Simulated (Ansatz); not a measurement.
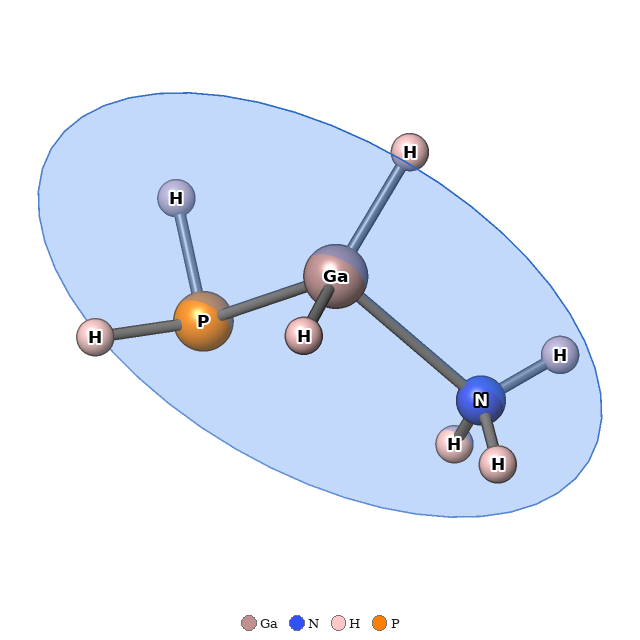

All proper rotation axes (lines) and mirror planes (discs) of the structure are drawn in. Depth is shown by fading: the farther an atom, the more it takes the colour of the background. The computed geometry is a stationary point of PBE0-D4/def2-TZVP, a saddle point of order 1.

> Name the symmetry elements and the point group.

It has 1 mirror plane. Point group Cs. The group has 2 operations. The geometry is achiral, and symmetry allows a dipole moment.
